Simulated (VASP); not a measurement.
Band structure of Nb (relaxed from the fcc structure, space group Fm-3m). Method: PBEsol GGA, VASP's PBE PAW potentials (set 64) (plane waves; VASP).

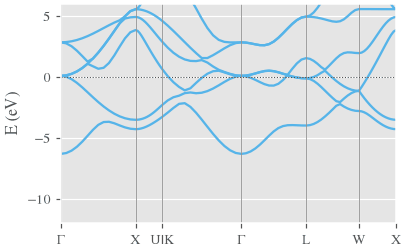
*Bands along high-symmetry lines, zero at the valence-band maximum or, without a gap, the Fermi level*

Task: Read the plot: is there a gap, and where are the band edges?

Result: It has no gap at this level: it comes out as a metal or semimetal. (Edges off the drawn lines would not show.)

The structure was generated: Nb was put into the fcc type (Fm-3m), which need not be its known phase. It was relaxed first.
